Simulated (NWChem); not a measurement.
# SiH2S2 (SMILES S[Si]S): levels of theory compared

Aim: a comparison of 6 runs (wB97X/6-31G, wB97X/STO-3G, wB97X/3-21G, wB97X/6-31G*, wB97X/6-31G**, wB97X/6-311G**) of SiH2S2. 

Program for the calculation: NWChem 7.3.0.

### Step 1. Starting point

SiH2S2: 5 atoms, total charge 0, spin state singlet. SMILES: `S[Si]S`. The coordinates come from a PBE0-D4/def2-TZVP relaxation. This is one conformer, not always the lowest.

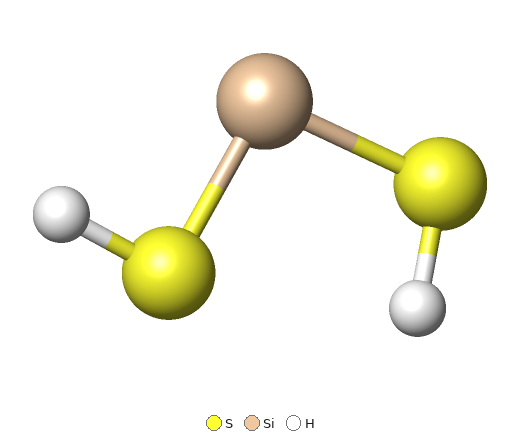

The structure, seen from a chosen angle (sulfur yellow, silicon light orange, hydrogen white).

### Step 2. Magnetic shielding at wB97X/6-31G (run 1)

run.nw reads:

```
start run
title "H2S2Si nmr"
memory total 2200 mb

geometry units angstroms noautosym nocenter noautoz
 S    -0.640700   -1.023800   -0.541200
 Si   -0.655200    0.968900    0.237800
 S     1.426500    1.117300    0.734200
 H    -1.954700   -1.042200   -0.825100
 H     1.874100   -0.093900    0.352900
end

basis "ao basis" spherical bse
 S library 6-31G
 Si library 6-31G
 H library 6-31G
end

dft
 xc wb97x
 mult 1
 grid fine
 convergence energy 1e-08
 iterations 100
 mulliken
 print low
end

property
 shielding
end

task dft property
```

Started as:

```
nwchem run.nw > run.out
```

The log of the run:

```text
[...]
 d= 0,ls=0.0,diis     1  -1086.8859797090 -1.26D+03  1.90D-02  2.78D-01     0.8
[...]
 d= 0,ls=0.0,diis     9  -1086.9335982710 -6.55D-09  6.69D-06  2.66D-09     6.6
         Total DFT energy =    -1086.933598271018
      One electron energy =    -1851.458291567633
           Coulomb energy =      661.833593057610
    Exchange-Corr. energy =      -73.007286379799
 Nuclear repulsion energy =      175.698386618804
[...]
      Total Density - Mulliken Population Analysis
     ---------------------------------------------
    Atom       Charge   Shell Charges
 -----------   ------   -------------------------------------------------------
    1 S   16    16.35   2.00  2.00  5.97  1.33  3.13  0.58  1.35
    2 Si  14    13.52   2.00  2.00  5.96  1.29  1.48  0.62  0.18
    3 S   16    16.33   2.00  2.00  5.97  1.33  3.13  0.58  1.32
    4 H    1     0.90   0.51  0.39
    5 H    1     0.90   0.50  0.40
[...]
           isotropic =     348.6574
[...]
           isotropic =     -39.6955
[...]
           isotropic =     383.4005
[...]
           isotropic =      28.4138
[...]
           isotropic =      28.0279
[...]
```

It took 18 s on 1 thread of AMD EPYC 9R45 (Zen 5), shared host; peak memory 0.12 GiB.

### Step 3. Magnetic shielding at wB97X/STO-3G (run 2)

h2s2si.nw reads:

```
start h2s2si
memory 2200 mb

geometry units bohr noautosym nocenter noautoz
  S     -1.21074753    -1.93470161    -1.02271978
  Si    -1.23814856     1.83095564     0.44937687
  S      2.69569432     2.11139100     1.38743692
  H     -3.69384766    -1.96947257    -1.55921303
  H      3.54153573    -0.17744528     0.66688435
end

basis "ao basis" spherical bse
  S library STO-3G
  Si library STO-3G
  H library STO-3G
end

dft
  xc wb97x
  grid fine
  convergence energy 1e-08
  iterations 100
  mulliken
  print low
end

property
  shielding
end

task dft property
```

Started as:

```
nwchem h2s2si.nw > h2s2si.out
```

The log of the run:

```text
[...]
 d= 0,ls=0.0,diis     1  -1074.8083023068 -1.25D+03  4.06D-02  3.26D-01     0.4
[...]
 d= 0,ls=0.0,diis     8  -1074.8762035620 -3.43D-09  2.16D-06  2.17D-10     3.0
         Total DFT energy =    -1074.876203562004
      One electron energy =    -1845.705089958429
           Coulomb energy =      668.483661324166
    Exchange-Corr. energy =      -73.353148741715
 Nuclear repulsion energy =      175.698373813974
[...]
      Total Density - Mulliken Population Analysis
     ---------------------------------------------
    Atom       Charge   Shell Charges
 -----------   ------   -------------------------------------------------------
    1 S   16    16.11   2.00  2.00  5.96  1.89  4.27
    2 Si  14    13.74   2.00  2.00  5.87  1.86  2.02
    3 S   16    16.11   2.00  2.00  5.96  1.88  4.27
    4 H    1     1.02   1.02
    5 H    1     1.02   1.02
[...]
           isotropic =     577.8480
[...]
           isotropic =    -178.6214
[...]
           isotropic =     580.3900
[...]
           isotropic =      30.0631
[...]
           isotropic =      30.0589
[...]
```

Run time: 7.5 s. Hardware: 1 thread of AMD EPYC 9R45 (Zen 5), shared host; peak memory 0.12 GiB.

Runs 3 to 5 aren't shown in full; the table further down has their settings and results.

### Step 4. Magnetic shielding at wB97X/6-311G(d,p) (run 6)

h2s2si.nw reads:

```
echo
start h2s2si
memory total 2200 mb
geometry units angstroms noautosym nocenter noautoz
  S       -0.640700      -1.023800      -0.541200
  Si      -0.655200       0.968900       0.237800
  S        1.426500       1.117300       0.734200
  H       -1.954700      -1.042200      -0.825100
  H        1.874100      -0.093900       0.352900
end
basis spherical bse
  * library 6-311G**
end
dft
  xc wb97x
  grid fine
  convergence energy 1e-08
  iterations 100
  mulliken
  noprint "final vectors analysis"
end
property
  shielding
end
task dft property
```

Started as:

```
nwchem h2s2si.nw > h2s2si.out
```

The log of the run:

```text
[...]
          Wavefunction type:  closed shell.
          No. of atoms     :     5
          No. of electrons :    48
[...]
          Charge           :     0
          Spin multiplicity:     1
[...]
          AO basis - number of functions:    90
[...]
              XC Information
              --------------
                       wb97x  Method XC Functional
                     Hartree-Fock (Exact) Exchange  1.000
                         wb97x Exchange Functional  1.000
                      wb97x Correlation Functional  1.000
[...]
 d= 0,ls=0.0,diis     1  -1087.0545527921 -1.26D+03  7.19D-03  1.43D+00     2.1
[...]
 d= 0,ls=0.0,diis    11  -1087.1069175594 -1.57D-10  1.11D-07  2.51D-11    21.7
         Total DFT energy =    -1087.106917559437
      One electron energy =    -1852.526579726277
           Coulomb energy =      662.747253799285
    Exchange-Corr. energy =      -73.025978251249
 Nuclear repulsion energy =      175.698386618804
[...]
      Total Density - Mulliken Population Analysis
     ---------------------------------------------
    Atom       Charge   Shell Charges
 -----------   ------   -------------------------------------------------------
    1 S   16    16.29   0.78  1.19  0.93  1.06  1.08  0.84  1.86  4.02  1.04  2.71  0.73  0.04
    2 Si  14    13.63   0.79  1.18  0.96  1.02  1.01  0.85  1.96  3.90  0.51  1.17  0.14  0.12
    3 S   16    16.28   0.78  1.19  0.93  1.06  1.08  0.84  1.86  4.02  1.04  2.72  0.72  0.04
    4 H    1     0.90   0.24  0.54  0.09  0.03
    5 H    1     0.90   0.24  0.53  0.10  0.03
[...]
           isotropic =     362.1198
[...]
           isotropic =     -67.2411
[...]
           isotropic =     391.5355
[...]
           isotropic =      27.3555
[...]
           isotropic =      26.8094
[...]
```

It took 59 s on 1 thread of AMD EPYC 9R45 (Zen 5), shared host; peak memory 0.12 GiB.

### Step 5. All runs side by side

| run | level | energy (Eh) | isotropic shielding of S1 (ppm) | isotropic shielding of Si2 (ppm) | isotropic shielding of H4 (ppm) | wall time |
| --- | --- | --- | --- | --- | --- | --- |
| 1 | wB97X/6-31G | -1086.933598 | 348.7 | -39.7 | 28.4 | 18 s |
| 2 | wB97X/STO-3G | -1074.876204 | 577.8 | -178.6 | 30.1 | 7.5 s |
| 3 | wB97X/3-21G | -1081.562239 | 408.9 | 1.4 | 28.6 | 12 s |
| 4 | wB97X/6-31G* (spherical functions) | -1087.022676 | 392.1 | 20.4 | 28.3 | 29 s |
| 5 | wB97X/6-31G** (spherical functions) | -1087.029614 | 398.1 | 19.2 | 27.4 | 33 s |
| 6 | wB97X/6-311G** | -1087.106918 | 362.1 | -67.2 | 27.4 | 59 s |

### Step 6. Results

| quantity | value |
| --- | --- |
| run 6: total energy | -1087.10692 Eh |
| run 6: dipole moment | 1.43 D |
| run 6: isotropic shielding of S1 | 362.1 ppm |
| run 6: isotropic shielding of Si2 | -67.2 ppm |
| run 6: isotropic shielding of H4 | 27.4 ppm |

Over runs 3, 4, 5, 6 the dipole moment (its size) runs from 1.40 D (wB97X/6-31G**) to 1.91 D (wB97X/3-21G). In run 2 the basis is minimal, so the values are rough. All runs together took 2.6 min, the longest 59 s.
